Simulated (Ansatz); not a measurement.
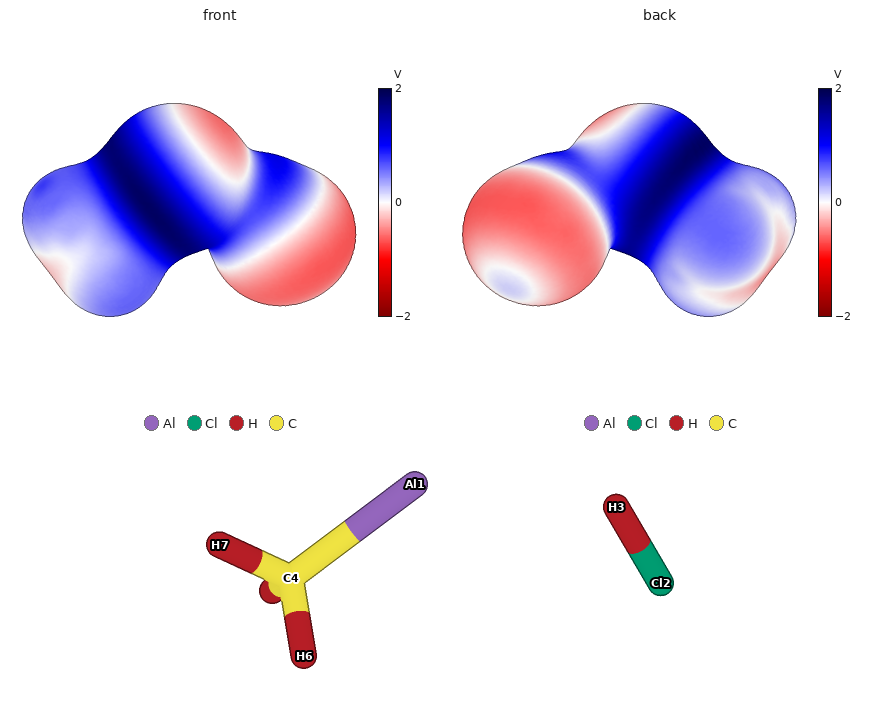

The picture shows: CH3Al···HCl. The molecular electrostatic potential painted on the density surface at 0.002 e/bohr³, seen from the front and from behind; red is negative and blue positive. The bare structure is drawn below in the same view.

Computed with RKS B3LYP/def2-SVP (Ansatz).

Input file:

```
crystal:
  periodic: [false, false, false]
  atoms:
    - { symbol: Al, position_ang: [0.228768, 0.022716, -1.249734] }
    - { symbol: Cl, position_ang: [1.437119, -0.020112, 1.962596] }
    - { symbol: H, position_ang: [2.084397, 0.007794, 0.791576] }
    - { symbol: C, position_ang: [-1.753219, 0.001116, -1.049775] }
    - { symbol: H, position_ang: [-2.108849, -0.912221, -0.534906] }
    - { symbol: H, position_ang: [-2.125272, 0.869946, -0.473667] }
    - { symbol: H, position_ang: [-2.251644, 0.030761, -2.037589] }
basis:
  gaussian: { orbitals: def2-SVP }
hamiltonian:
  xc: b3lyp
relax:
  f_tol: 0.03
  max_steps: 50
output:
  orbitals: {}
```

Command:

```sh
ansatz run input.yaml --threads 1 --pin off --max-ram 2048MiB --backend cpu --events-out ev --progress --plain --runs-dir out
```

The fields are those of the run's last geometry, not of the input's.

> Where is the surface potential most negative and most positive?

The most negative region (about −0.7 V) lies over Cl2, the most positive (about +1.9 V) over Al1. Cl2 shows a σ-hole: about +0.2 V at the tip opposite its bond, against about −0.6 V on its flanks.
